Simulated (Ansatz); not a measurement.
**C$_{6}$H$_{14}$Cl$_{2}$O$_{2}$Sn (SMILES CC(C)[O][Sn]([Cl])([Cl])[O]C(C)C): density, localisation and related maps**

The calculation's input:

```
crystal:
  periodic: [false, false, false]
  atoms:
    - {symbol: C, position_ang: [-2.310770, -0.662328, -2.693340]}
    - {symbol: C, position_ang: [-1.913398, 0.051091, -1.419521]}
    - {symbol: C, position_ang: [-2.233490, -0.756642, -0.178689]}
    - {symbol: O, position_ang: [-0.506388, 0.288843, -1.501400]}
    - {symbol: Sn, position_ang: [0.371345, 1.764682, -0.608048]}
    - {symbol: Cl, position_ang: [-1.174452, 2.846827, 0.730061]}
    - {symbol: Cl, position_ang: [1.227750, 3.221220, -2.153230]}
    - {symbol: O, position_ang: [1.864724, 1.169162, 0.459589]}
    - {symbol: C, position_ang: [1.674486, 0.176075, 1.473534]}
    - {symbol: C, position_ang: [2.728371, 0.424523, 2.529589]}
    - {symbol: C, position_ang: [1.768308, -1.210413, 0.870895]}
    - {symbol: H, position_ang: [-3.385066, -0.861309, -2.701513]}
    - {symbol: H, position_ang: [-2.061662, -0.056253, -3.565580]}
    - {symbol: H, position_ang: [-1.780244, -1.614270, -2.772213]}
    - {symbol: H, position_ang: [-2.452392, 1.006831, -1.367403]}
    - {symbol: H, position_ang: [-1.946731, -0.215963, 0.727079]}
    - {symbol: H, position_ang: [-1.698230, -1.709175, -0.200747]}
    - {symbol: H, position_ang: [-3.304745, -0.962968, -0.117095]}
    - {symbol: H, position_ang: [0.683858, 0.300530, 1.937526]}
    - {symbol: H, position_ang: [2.635525, -0.300227, 3.341929]}
    - {symbol: H, position_ang: [2.627891, 1.428743, 2.943799]}
    - {symbol: H, position_ang: [3.724612, 0.329815, 2.091056]}
    - {symbol: H, position_ang: [1.011687, -1.353556, 0.096199]}
    - {symbol: H, position_ang: [1.622918, -1.974703, 1.638437]}
    - {symbol: H, position_ang: [2.752993, -1.354536, 0.419787]}
basis:
  gaussian: {orbitals: def2-TZVPP}
hamiltonian: {xc: pbe0, dispersion: d4}
output: {orbitals: {seedname: orbitals}}
```

Launched as:

```sh
ansatz run in.yaml --threads 11 --pin off --events-out ev --progress --plain --max-ram 174080MiB --backend cuda --devices 0, --max-vram 75GiB
```

Geometry: PBE0-D4/def2-TZVP; core potentials replace the inner electrons of Sn.

Computed with RKS PBE0-D4/def2-TZVPP in Ansatz.

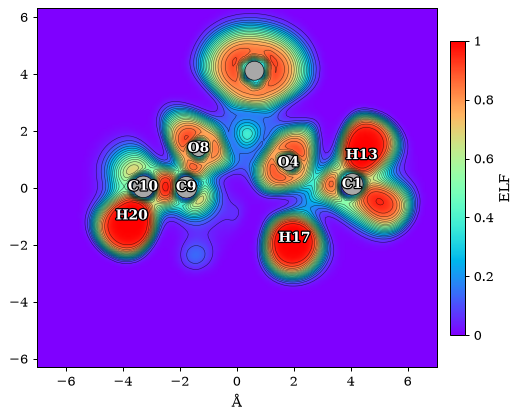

Figure 1. Electron localisation function on the plane of atoms O8, C9 and C10. Grey discs cover the atomic cores.

Read the bonding off the picture.

- The section cuts through C, O and H sites.
- C–O (1.43 Å): the ELF peaks at about 0.85 between the atoms, as expected for a shared but strongly polarised pair.
- C–C (1.51 Å): the ELF peaks at about 0.95 between the atoms: a shared electron pair.
- C–H (1.09 Å): the ELF climbs to about 1 towards the hydrogen, as it does in any bond to H: a covalent bond by its length.
- The ELF also peaks beside O4, O8 and Cl7, away from the bonds: lone-pair regions.

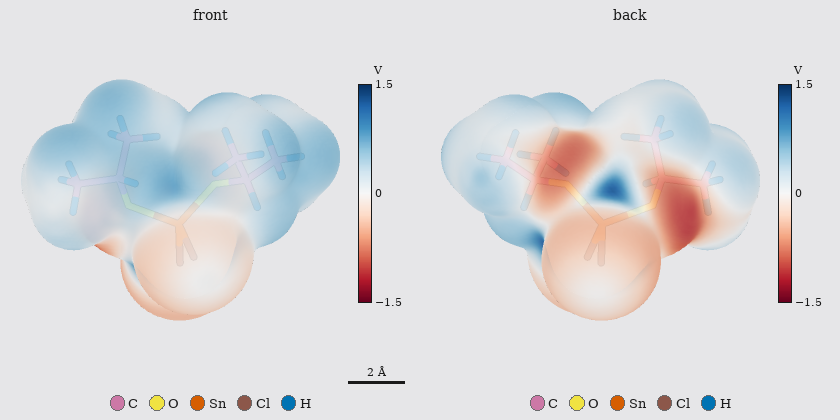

Figure 2. The electrostatic potential painted on the density surface at 0.001 e/bohr³, seen from the front and from behind; the colour scale runs from red (negative) to blue (positive).

Which sites attract a positive test charge, and which a negative one?

A positive charge is drawn to the negative regions and a negative charge to the positive ones. The most negative region (about −1.0 V) lies over O8, the most positive (about +1.1 V) over Sn5. O8 is the likeliest acceptor of a hydrogen bond.

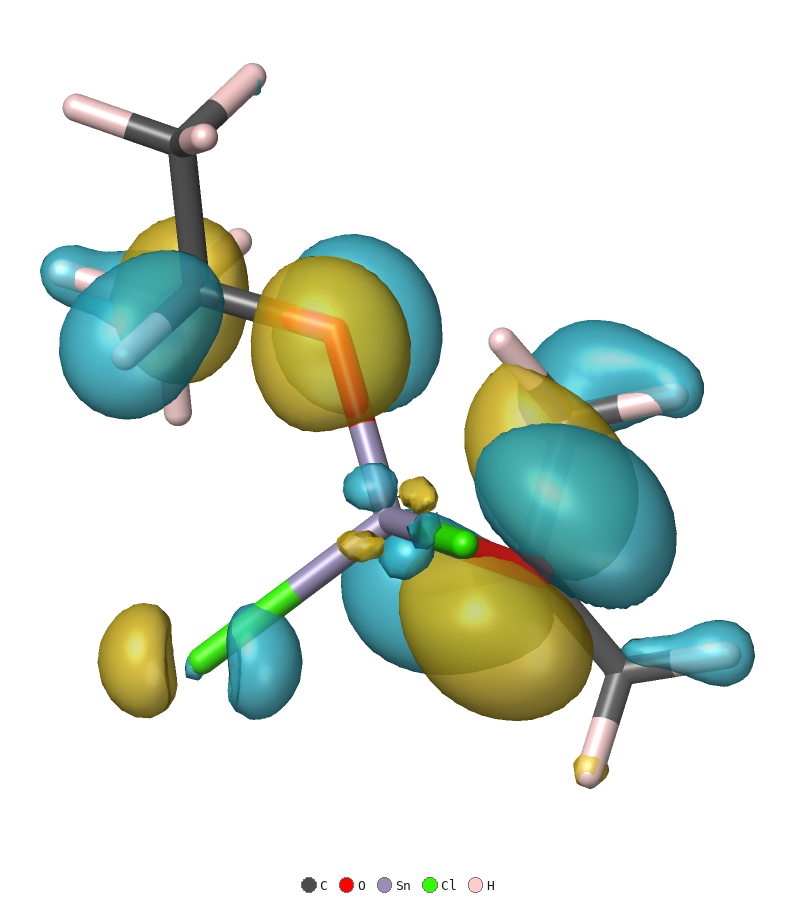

Figure 3. The HOMO−1 at ±0.08 Å⁻³ᐟ² (yellow and cyan are the two phases), seen at an oblique angle.

Describe this orbital and give its energy.

It lies mainly on O8 (about 35 %), O4 (about 15 %), C9 (about 10 %) and C11 (about 10 %). Its energy is −8.34 eV.

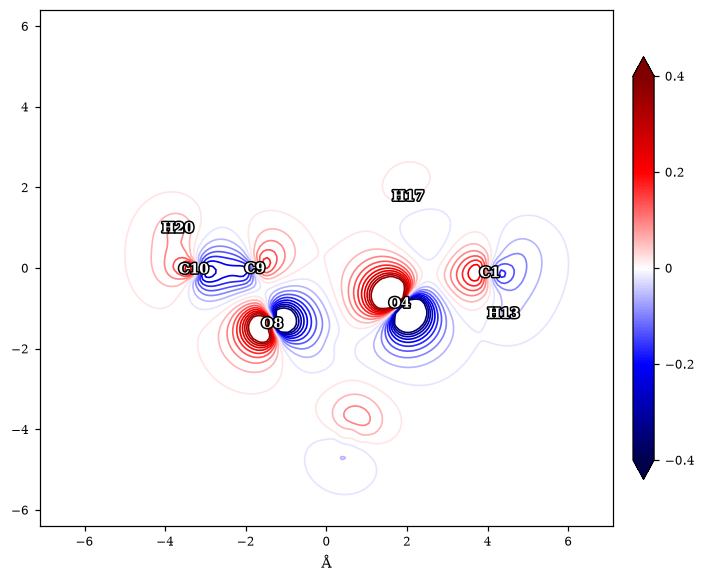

Figure 4. One frontier orbital on the plane of atoms C9, C10 and H20 (values in Å⁻³ᐟ²; the overall sign is arbitrary).

Which orbital is it: HOMO or LUMO?

The HOMO, at −8.24 eV. Its weight (Hirshfeld) is mainly on O4 (about 35 %), O8 (about 20 %), C2 (about 5 %) and C3 (about 5 %).
